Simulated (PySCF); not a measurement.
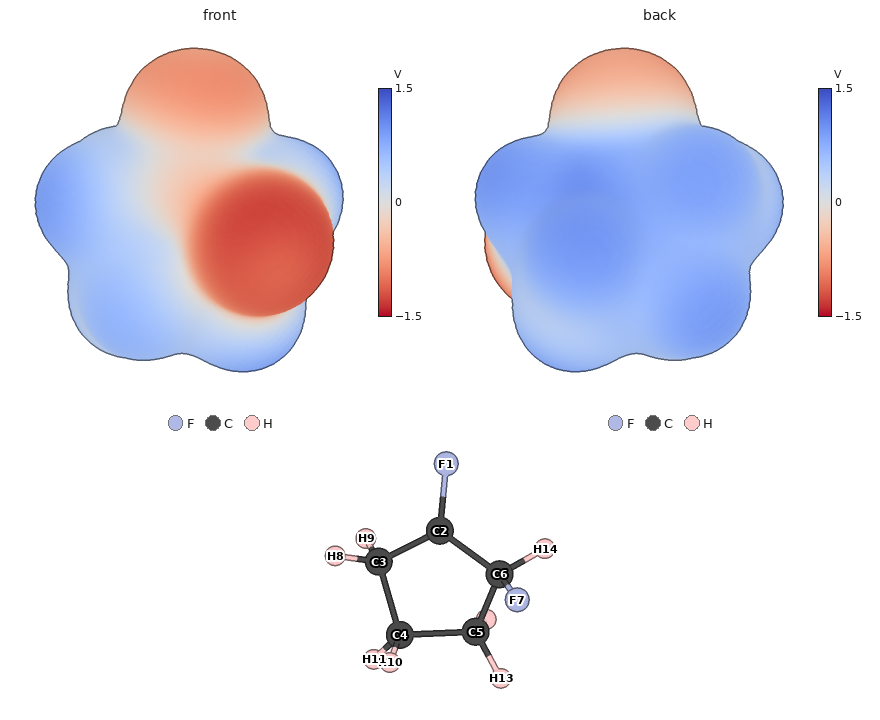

Figure 1: C5H7F2 (doublet). The molecular electrostatic potential painted on the density surface at 0.002 e/bohr³, seen from the front and from behind; red is negative and blue positive. The bare structure is drawn below in the same view.

Geometry: GFN2-xTB.

Method: UKS B3LYP, pcH-1 on C F H, non-relativistic, mean-field spin-orbit, GIAO in PySCF.

```xyz
14

F    -1.5835    2.0042    0.4418
C    -0.7958    0.9121    0.4389
C    -1.2835   -0.3781   -0.1012
C     0.0041   -1.2057   -0.1887
C     1.1117   -0.1692   -0.4173
C     0.6781    1.0407    0.4129
F     1.2241    0.9365    1.7030
H    -2.0431   -0.8411    0.5342
H    -1.7407   -0.2353   -1.0900
H     0.1765   -1.7191    0.7569
H    -0.0315   -1.9468   -0.9842
H     1.1553    0.1193   -1.4676
H     2.0914   -0.5280   -0.1076
H     1.0363    2.0101    0.0469
```

Q: Describe the electrostatic potential map.

A: The most negative region (about −1.3 V, or −30 kcal/mol for a unit charge) lies over F7, the most positive (about +1.0 V, or +23 kcal/mol for a unit charge) over the C and H atoms.
